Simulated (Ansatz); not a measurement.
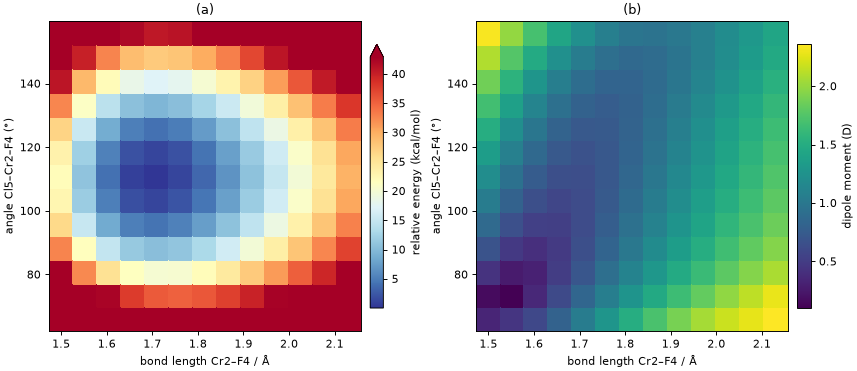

ClCrFO₂, SMILES [O]=[Cr](=[O])([F])[Cl]. 
- The first coordinate is: bond length Cr2–F4; the second: angle Cl5–Cr2–F4.
- Nothing is relaxed (all other coordinates rigid).
- The scan uses a 13 × 13 grid.
- Points are written as (first, second).
- All energies are given in kcal/mol relative to the relaxed molecule at the same level.
- Computed with RKS PBE-D4/def2-SVP (Ansatz).

Panel (a) is the energy and panel (b) the computed dipole moment on the same grid.

In the figure: one coloured cell a grid point, one colour for all values above the top of the scale.

Q: How does the dipole moment vary over the map, and what is it at the lowest grid point?

A: Leaving out the highest fifth of the energies, it runs from 0.26 D at (1.553 Å, 80.9°) to 1.94 D at (2.131 Å, 88.4°). At the lowest grid point, (1.710 Å, 110.9°), it is 0.64 D.

```
angle Cl5–Cr2–F4 ↓, bond length Cr2–F4 →  1.500  1.553  1.605  1.658  1.710  1.763  1.816  1.868  1.921  1.973  2.026  2.078  2.131
                                   155.9   2.33   1.99   1.69   1.43   1.22   1.07   0.98   0.96   1.00   1.08   1.19   1.30   1.43
                                   148.4   2.09   1.75   1.47   1.22   1.04   0.91   0.87   0.89   0.97   1.07   1.20   1.33   1.46
                                   140.9   1.87   1.55   1.28   1.06   0.90   0.82   0.82   0.88   0.99   1.12   1.26   1.39   1.53
                                   133.4   1.68   1.37   1.12   0.92   0.80   0.76   0.80   0.90   1.03   1.17   1.31   1.46   1.60
                                   125.9   1.51   1.22   0.99   0.81   0.72   0.73   0.81   0.93   1.07   1.22   1.37   1.51   1.65
                                   118.4   1.35   1.08   0.86   0.72   0.67   0.71   0.82   0.96   1.11   1.26   1.41   1.55   1.69
                                   110.9   1.20   0.94   0.75   0.64   0.64   0.72   0.85   1.00   1.15   1.31   1.46   1.60   1.74
                                   103.4   1.04   0.81   0.64   0.57   0.61   0.73   0.88   1.04   1.20   1.36   1.51   1.65   1.79
                                    95.9   0.87   0.65   0.52   0.52   0.61   0.77   0.93   1.10   1.27   1.42   1.57   1.71   1.85
                                    88.4   0.68   0.48   0.41   0.48   0.64   0.82   1.01   1.18   1.35   1.51   1.66   1.80   1.94
                                    80.9   0.43   0.26   0.31   0.50   0.71   0.91   1.11   1.29   1.47   1.63   1.79   1.94   2.07
                                    73.4   0.17   0.10   0.36   0.60   0.83   1.06   1.27   1.46   1.65   1.82   1.98   2.13   2.28
                                    65.9   0.33   0.44   0.59   0.80   1.04   1.28   1.51   1.71   1.90   2.05   2.18   2.28   2.36
```
